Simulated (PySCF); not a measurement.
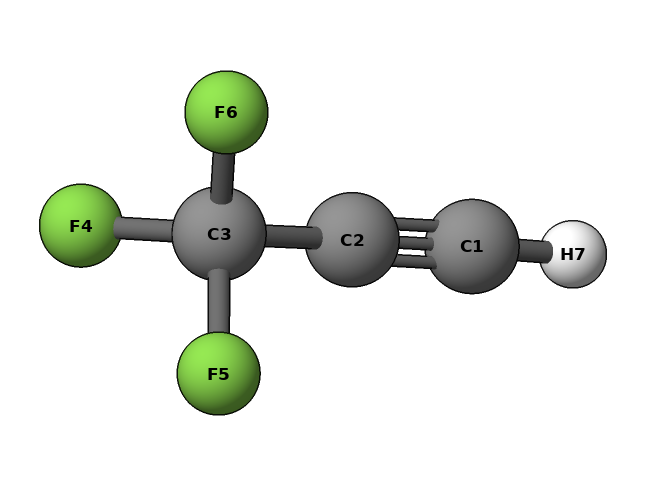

The questions are on isotropic NMR shieldings of the F atoms. Geometry: a frame of a GFN2-xTB molecular-dynamics simulation, not a minimum. Method: GIAO PBE0/pcSseg-1 NMR shielding, non-relativistic, gas phase (PySCF 2.14.0).

List the isotropic NMR shieldings of the F atoms.

| atom | σ (ppm) |
| --- | --- |
| F4 | 241.2 |
| F5 | 193.1 |
| F6 | 219.2 |
